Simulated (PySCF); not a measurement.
**C₄H₈FN: electronic excitations at several levels of theory**

How much do the electronic excitations of C₄H₈FN (`C/N=C/CCF`) depend on the level of theory, and what does each level cost?

Computed with PySCF 2.14.0, with density-fitted response routines of our own, on a single molecule in the gas phase. Atoms count from 0, in the outputs and in this text.

### 1 Starting geometry

14 atoms, charge 0, multiplicity 1; geometry from: GFN2-xTB.

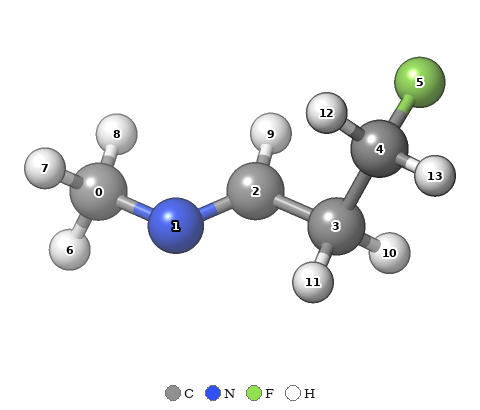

As it starts; carbon grey, nitrogen blue, fluorine green, hydrogen white, atoms numbered.

### 2 Relaxing the molecule at PBE0-D3(BJ)/def2-SVP

What the job is given:

```
{"job": {"xc": "PBE0", "basis": "def2-SVP", "d3": "d3bj", "grid": 1, "kind": "geom"}, "charge": 0, "multiplicity": 1}
C      2.501000     0.275087     0.065173
N      1.172946     0.026636    -0.396634
C      0.271390    -0.319247     0.401975
C     -1.120922    -0.573447    -0.077663
C     -2.121093     0.347583     0.615595
F     -2.203262     0.049968     1.954563
H      3.176577    -0.395316    -0.467464
H      2.768258     1.297262    -0.205839
H      2.624754     0.137381     1.148183
H      0.433641    -0.444435     1.482406
H     -1.391887    -1.609239     0.142593
H     -1.168220    -0.407778    -1.153357
H     -1.816026     1.396429     0.543173
H     -3.127833     0.218643     0.205154
```

The log of the run:

```text
step   0  E = -311.23153233  max force = 0.012903
step   1  E = -311.23329676  max force = 0.002830
step   2  E = -311.23333131  max force = 0.001028
step   3  E = -311.23333699  max force = 0.001619
step   4  E = -311.23335878  max force = 0.000649
step   5  E = -311.23336299  max force = 0.000415
optimisation converged
```

It took 29 s on 1 thread, shared host.

Step by step:

```tsv
step	energy from step 0 (eV)	largest force component (eV/Å)
0	0.0000	0.6635
1	-0.0480	0.1455
2	-0.0490	0.0529
3	-0.0491	0.0833
4	-0.0497	0.0334
5	-0.0498	0.0213
```

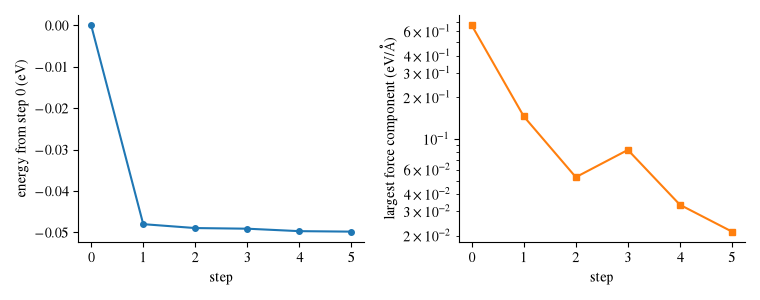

Energy and largest force along the relaxation.

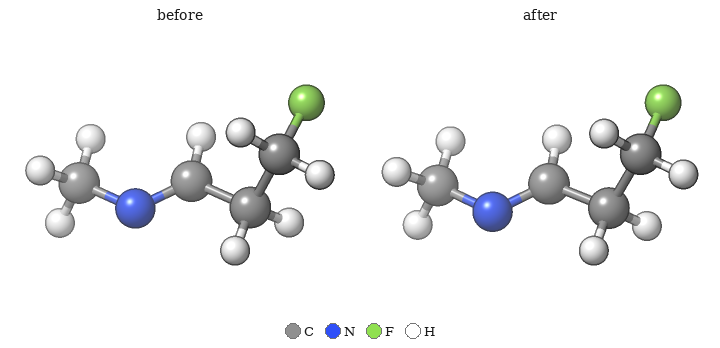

The geometry before (left) and after (right).

Distances of close pairs at the start and the end, largest changes first:

```tsv
bond	before (Å)	after (Å)	change (Å)
C0–H6	1.091	1.103	+0.012
C0–H7	1.091	1.102	+0.012
C3–C4	1.526	1.515	-0.012
C3–H10	1.093	1.105	+0.012
C2–H9	1.100	1.111	+0.012
C3–H11	1.089	1.101	+0.011
N1–C2	1.253	1.264	+0.011
C0–H8	1.099	1.109	+0.010
```

The next job starts from the end point, and lists it.

```tsv
at the end point	value
point group (found at 0.08 Å tolerance)	C1
rotational constants (GHz, main isotopes)	9.787, 1.547, 1.424
dipole moment (D)	0.32
```

### 3 Excited states and response: CAM-B3LYP/def2-SVPD

What the job is given:

```
{"job": {"kind": "uv", "xc": "CAM-B3LYP", "basis": "def2-SVPD", "ip": true}, "charge": 0, "multiplicity": 1}
C      2.549984     0.327265    -0.007186
N      1.222376     0.113917    -0.507703
C      0.318967    -0.231856     0.306498
C     -1.090012    -0.478788    -0.130484
C     -2.095792     0.366725     0.622692
F     -2.061412     0.060171     1.963761
H      3.250663    -0.349047    -0.524305
H      2.874165     1.351775    -0.253384
H      2.653799     0.175473     1.086354
H      0.522597    -0.360108     1.391395
H     -1.342949    -1.540746     0.038584
H     -1.162339    -0.279887    -1.210675
H     -1.869965     1.441238     0.506598
H     -3.116814     0.184031     0.246600
```

Level: TDDFT CAM-B3LYP/def2-SVPD, vertical, gas phase, core orbitals frozen in the response.

The log of the run:

```text
coarse grid: 11456 points
cycle   1  E = -311.3483869477  dE =  6.221e-01  |g| = 5.224e-01  |ddm| = 4.882e+00
cycle   2  E = -311.3238496056  dE =  2.454e-02  |g| = 6.831e-01  |ddm| = 1.579e+00
cycle   3  E = -311.4059513554  dE = -8.210e-02  |g| = 5.761e-02  |ddm| = 8.315e-01
cycle   4  E = -311.4064594553  dE = -5.081e-04  |g| = 3.763e-02  |ddm| = 1.236e-01
cycle   5  E = -311.4067474466  dE = -2.880e-04  |g| = 9.165e-03  |ddm| = 5.756e-02
cycle   6  E = -311.4067638248  dE = -1.638e-05  |g| = 3.292e-03  |ddm| = 1.691e-02
cycle   7  E = -311.4067662255  dE = -2.401e-06  |g| = 5.323e-04  |ddm| = 5.202e-03
final grid: 110408 points
cycle   8  E = -311.4576639667  dE = -2.842e-05  |g| = 4.113e-03  |ddm| = 5.858e-02
cycle   9  E = -311.4576635187  dE =  4.480e-07  |g| = 4.719e-03  |ddm| = 1.111e-02
cycle  10  E = -311.4576673917  dE = -3.873e-06  |g| = 4.411e-04  |ddm| = 3.958e-03
cycle  11  E = -311.4576674279  dE = -3.620e-08  |g| = 1.430e-04  |ddm| = 6.370e-04
cycle  12  E = -311.4576674325  dE = -4.580e-09  |g| = 3.841e-05  |ddm| = 2.670e-04
cycle  13  E = -311.4576674328  dE = -2.951e-10  |g| = 1.460e-05  |ddm| = 8.520e-05
converged SCF energy = -311.4576674328

Static polarisability (au): isotropic 60.692, principal 48.937 55.120 78.020

Singlet excitations
state   eV       nm        f      main configurations
  1   5.1450    241.0   0.00096   H->L 0.89
  2   7.3655    168.3   0.09958   H->L+1 0.62, H-1->L 0.22
  3   7.7033    160.9   0.24892   H-1->L 0.62, H->L+1 0.14, H->L+2 0.14
  4   8.0124    154.7   0.10783   H->L+2 0.69, H->L+1 0.08
  5   8.3186    149.0   0.00233   H-1->L+1 0.75, H-1->L+2 0.09
  6   8.3284    148.9   0.01483   H-2->L 0.56, H-4->L 0.12
  7   8.4086    147.4   0.12402   H->L+4 0.37, H->L+3 0.34
  8   8.6099    144.0   0.02245   H->L+4 0.46, H->L+3 0.39
  9   8.8631    139.9   0.01180   H-1->L+2 0.73
 10   8.9914    137.9   0.05606   H->L+5 0.44, H-3->L 0.12

Triplet excitations (Tamm-Dancoff, eV): 4.3394 4.8272 7.2079 7.8248
Vertical ionisation energy (delta-SCF) = 9.5939 eV
```

It took 92 s on 1 thread, shared host.

Frontier orbitals and where they lie:

```tsv
orbital	eV	atoms
HOMO−3	-11.57	F5 41 %, C3 18 %, C4 17 %
HOMO−2	-11.16	F5 28 %, C4 22 %, H13 11 %
HOMO−1	-9.74	N1 35 %, C2 24 %, C0 12 %
HOMO	-8.77	N1 59 %, C2 12 %, C0 11 %
LUMO	0.83	N1 29 %, C2 27 %, C4 10 %
LUMO+1	1.60	C0 25 %, C2 15 %, C4 10 %
LUMO+2	1.82	C0 16 %, C4 12 %, H13 11 %
```

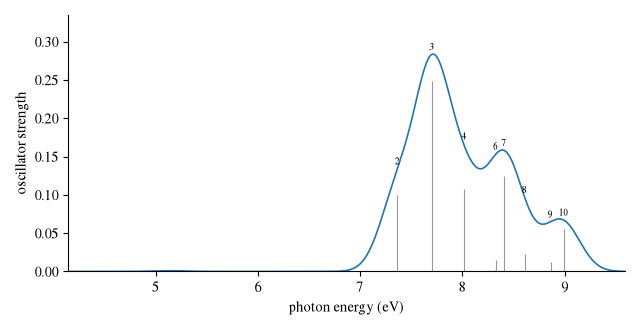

Absorption spectrum from the 10 singlet states computed; above the last one it falls off for lack of states. Lines are broadened to a width of 0.40 eV (Gaussian).

Further results of this job:

```tsv
property	computed
dipole moment (D)	0.35
polarisability (Å³)	8.99
HOMO–LUMO gap (eV)	9.61
−ε(HOMO) (eV)	8.77
```

### 4 Excited states and response: wB97X-D/def2-SVPD

Same as in step 3 but for these lines:

```diff
@@ -1,2 +1,2 @@
-{"job": {"kind": "uv", "xc": "CAM-B3LYP", "basis": "def2-SVPD", "ip": true}, "charge": 0, "multiplicity": 1}
+{"job": {"kind": "uv", "xc": "wB97X-D", "basis": "def2-SVPD", "ip": true}, "charge": 0, "multiplicity": 1}
 C      2.549984     0.327265    -0.007186
```

Method: TDDFT wB97X-D/def2-SVPD, vertical, gas phase, core orbitals frozen in the response.

The log of the run:

```text
coarse grid: 11456 points
cycle   1  E = -311.3915714322  dE =  6.523e-01  |g| = 5.335e-01  |ddm| = 4.588e+00
cycle   2  E = -311.3826473156  dE =  8.924e-03  |g| = 6.343e-01  |ddm| = 1.380e+00
cycle   3  E = -311.4530062434  dE = -7.036e-02  |g| = 4.718e-02  |ddm| = 7.055e-01
cycle   4  E = -311.4534440209  dE = -4.378e-04  |g| = 2.974e-02  |ddm| = 1.121e-01
cycle   5  E = -311.4536297968  dE = -1.858e-04  |g| = 8.247e-03  |ddm| = 4.953e-02
cycle   6  E = -311.4536455417  dE = -1.574e-05  |g| = 2.885e-03  |ddm| = 1.962e-02
cycle   7  E = -311.4536475967  dE = -2.055e-06  |g| = 6.006e-04  |ddm| = 5.594e-03
final grid: 110408 points
cycle   8  E = -311.4981484671  dE = -8.981e-05  |g| = 7.188e-03  |ddm| = 1.207e-01
cycle   9  E = -311.4981475936  dE =  8.735e-07  |g| = 8.314e-03  |ddm| = 1.713e-02
cycle  10  E = -311.4981590383  dE = -1.144e-05  |g| = 5.985e-04  |ddm| = 8.580e-03
cycle  11  E = -311.4981591093  dE = -7.096e-08  |g| = 4.349e-04  |ddm| = 2.156e-03
cycle  12  E = -311.4981591538  dE = -4.453e-08  |g| = 1.201e-04  |ddm| = 1.399e-03
cycle  13  E = -311.4981591570  dE = -3.165e-09  |g| = 2.245e-05  |ddm| = 2.136e-04
cycle  14  E = -311.4981591572  dE = -2.565e-10  |g| = 5.924e-06  |ddm| = 2.031e-04
converged SCF energy = -311.4981591572

Static polarisability (au): isotropic 60.598, principal 48.910 55.040 77.845

Singlet excitations
state   eV       nm        f      main configurations
  1   5.1560    240.5   0.00098   H->L 0.94
  2   7.5438    164.4   0.21114   H-1->L 0.49, H->L+1 0.38
  3   7.8318    158.3   0.19026   H-1->L 0.42, H->L+1 0.35, H->L+2 0.15
  4   8.2971    149.4   0.07761   H->L+2 0.49, H-2->L 0.19
  5   8.3503    148.5   0.04270   H-2->L 0.49, H-4->L 0.15, H->L+2 0.14
  6   8.5898    144.3   0.00095   H-1->L+1 0.76, H-1->L+2 0.13
  7   8.6742    142.9   0.11170   H->L+4 0.51, H->L+3 0.27
  8   8.9629    138.3   0.01649   H->L+3 0.35, H->L+4 0.27, H-3->L 0.12
  9   9.0235    137.4   0.02268   H-3->L 0.69
 10   9.1689    135.2   0.00842   H-4->L 0.53, H-2->L 0.15

Triplet excitations (Tamm-Dancoff, eV): 4.4039 4.9476 7.5412 7.9728
Vertical ionisation energy (delta-SCF) = 9.5271 eV
```

Wall time 85 s (1 thread, shared host).

This run: HOMO -9.24 eV, LUMO 1.57 eV; lowest singlet 5.16 eV.

### 5 Ultraviolet spectrum: LC-wPBE/def2-SVPD

Same as in step 4 but for these lines:

```diff
@@ -1,2 +1,2 @@
-{"job": {"kind": "uv", "xc": "wB97X-D", "basis": "def2-SVPD", "ip": true}, "charge": 0, "multiplicity": 1}
+{"job": {"kind": "uv", "xc": "LC-wPBE", "basis": "def2-SVPD", "ip": true}, "charge": 0, "multiplicity": 1}
 C      2.549984     0.327265    -0.007186
```

Method: TDDFT LC-wPBE/def2-SVPD, vertical, gas phase, core orbitals frozen in the response.

The log of the run:

```text
coarse grid: 11456 points
cycle   1  E = -311.2873940850  dE =  7.529e-01  |g| = 5.701e-01  |ddm| = 4.587e+00
cycle   2  E = -311.2960685000  dE = -8.674e-03  |g| = 6.155e-01  |ddm| = 1.412e+00
cycle   3  E = -311.3607532505  dE = -6.468e-02  |g| = 5.006e-02  |ddm| = 7.061e-01
cycle   4  E = -311.3614237610  dE = -6.705e-04  |g| = 2.432e-02  |ddm| = 1.218e-01
cycle   5  E = -311.3615677565  dE = -1.440e-04  |g| = 8.308e-03  |ddm| = 5.179e-02
cycle   6  E = -311.3615856868  dE = -1.793e-05  |g| = 3.276e-03  |ddm| = 1.881e-02
cycle   7  E = -311.3615883909  dE = -2.704e-06  |g| = 7.407e-04  |ddm| = 5.815e-03
final grid: 110408 points
cycle   8  E = -311.4137763740  dE = -2.714e-05  |g| = 9.676e-03  |ddm| = 6.033e-02
cycle   9  E = -311.4137747282  dE =  1.646e-06  |g| = 1.061e-02  |ddm| = 1.793e-02
cycle  10  E = -311.4137922599  dE = -1.753e-05  |g| = 4.148e-04  |ddm| = 7.377e-03
cycle  11  E = -311.4137923022  dE = -4.232e-08  |g| = 1.669e-04  |ddm| = 1.071e-03
cycle  12  E = -311.4137923095  dE = -7.306e-09  |g| = 5.817e-05  |ddm| = 4.681e-04
cycle  13  E = -311.4137923103  dE = -7.714e-10  |g| = 1.659e-05  |ddm| = 1.425e-04
converged SCF energy = -311.4137923103

Static polarisability (au): isotropic 59.013, principal 47.849 53.620 75.568

Singlet excitations
state   eV       nm        f      main configurations
  1   5.2244    237.3   0.00124   H->L 0.80
  2   7.8468    158.0   0.31698   H-1->L 0.64, H->L+1 0.18
  3   8.2029    151.1   0.11133   H->L+1 0.55, H-1->L 0.19, H->L+2 0.10
  4   8.6715    143.0   0.00122   H-2->L 0.51, H-4->L 0.23
  5   8.8689    139.8   0.13856   H->L+2 0.54, H->L+3 0.16, H->L+6 0.10
  6   9.0348    137.2   0.00147   H-1->L+1 0.74
  7   9.1626    135.3   0.09485   H->L+4 0.51, H->L+3 0.19
  8   9.4512    131.2   0.02037   H-3->L 0.23, H-4->L 0.20, H->L+4 0.13
  9   9.5050    130.4   0.02955   H-3->L 0.44, H-2->L 0.12
 10   9.6674    128.2   0.01377   H-4->L 0.22, H->L+3 0.21, H->L+4 0.10

Triplet excitations (Tamm-Dancoff, eV): 4.3557 4.7764 7.8261 8.1720
Vertical ionisation energy (delta-SCF) = 9.6229 eV
```

It took 1.7 min on 1 thread, shared host.

This run: HOMO -10.09 eV, LUMO 2.06 eV; lowest singlet 5.22 eV.

(Part 1 of 2 ends here.)
